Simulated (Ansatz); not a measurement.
**C₃H₉BO₂ (SMILES BOC(C)OC): density, localisation and related maps**

```yaml
atoms:
  - { symbol: B, position_ang: [-0.2904, -2.4012, -0.7337] }
  - { symbol: O, position_ang: [0.2814, -1.2120, -1.0688] }
  - { symbol: C, position_ang: [0.3210, -0.1370, -0.1126] }
  - { symbol: C, position_ang: [1.4431, 0.8140, -0.5274] }
  - { symbol: O, position_ang: [-0.9668, 0.4727, -0.1699] }
  - { symbol: C, position_ang: [-1.2802, 1.2548, 0.9876] }
  - { symbol: H, position_ang: [-0.3423, -3.2272, -1.6052] }
  - { symbol: H, position_ang: [-0.6870, -2.6005, 0.3889] }
  - { symbol: H, position_ang: [0.4880, -0.5531, 0.9036] }
  - { symbol: H, position_ang: [1.4974, 1.6741, 0.1590] }
  - { symbol: H, position_ang: [2.4141, 0.2940, -0.5102] }
  - { symbol: H, position_ang: [1.2503, 1.1812, -1.5471] }
  - { symbol: H, position_ang: [-1.1909, 0.6579, 1.9183] }
  - { symbol: H, position_ang: [-2.3235, 1.5800, 0.8658] }
  - { symbol: H, position_ang: [-0.6362, 2.1514, 1.0811] }
```

Level of theory: RKS BLYP-D4/6-31G* in Ansatz 0.2.0.

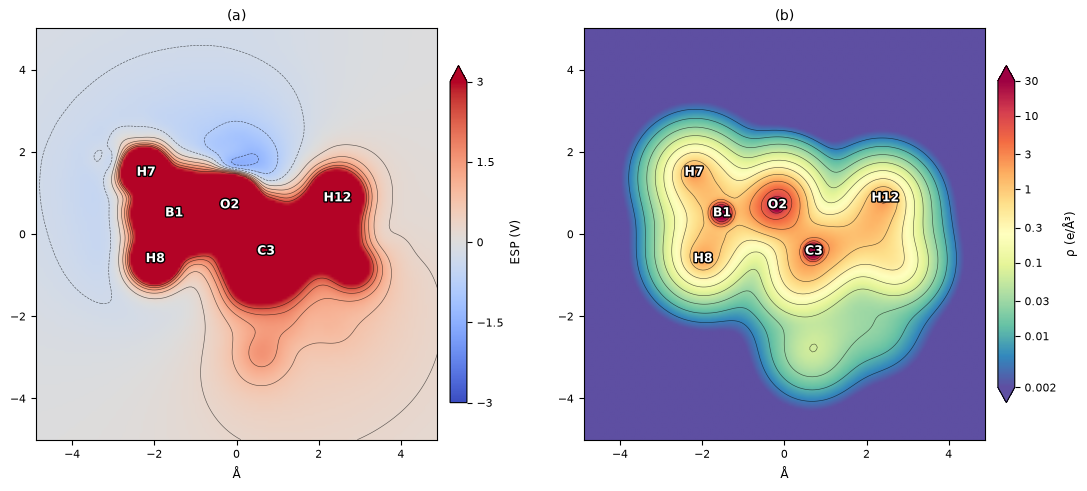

Figure 1. (a) molecular electrostatic potential; (b) total electron density on the plane of atoms B1, O2 and C3.

What does the map show?

Atoms in the plane: B, O, C and H. B–O (1.36 Å): ρ is about 2.1 e/Å³ halfway. C–O (1.44 Å): the density is about 1.9 e/Å³ at the midpoint, with its minimum of 1.7 e/Å³ about 0.5 Å from C. B–H (1.20 Å): ρ at the midpoint is about 1.2 e/Å³. Outside the dense part of the molecule the potential is most negative (−1.5 V) near O2.

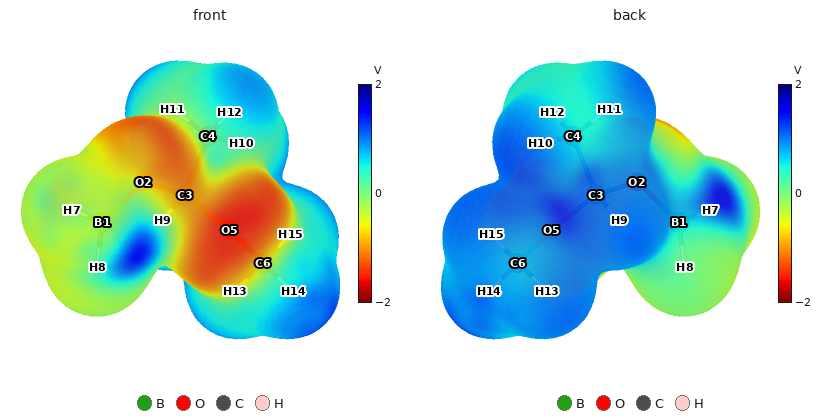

Figure 2. The molecular electrostatic potential painted on the density surface at 0.004 e/bohr³, seen from the front and from behind; the colour scale runs from red (negative) to blue (positive).

Describe the electrostatic potential map.

The most negative region (about −1.5 V, or −35 kcal/mol for a unit charge) lies over O5, the most positive (about +1.4 V, or +32 kcal/mol for a unit charge) over B1. O5 is the likeliest acceptor of a hydrogen bond.

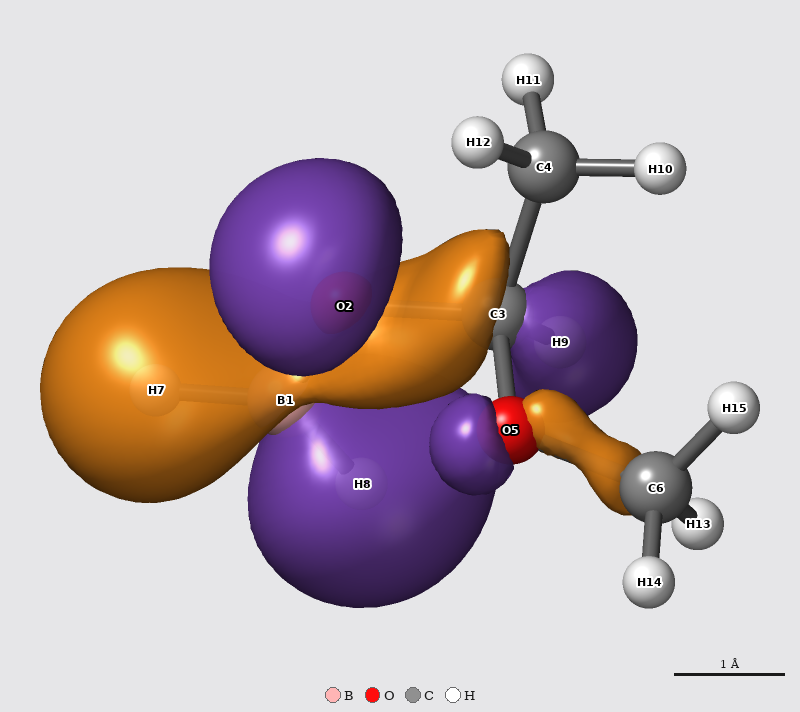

Figure 3. The HOMO−1 at ±0.08 Å⁻³ᐟ² (orange and purple are the two phases), seen at a tilt.

Where does this orbital lie, and at what energy?

By Hirshfeld shares it lies mainly on O2 (about 35 %), B1 (about 20 %), H8 (about 20 %) and H7 (about 15 %). Its energy is −6.77 eV.
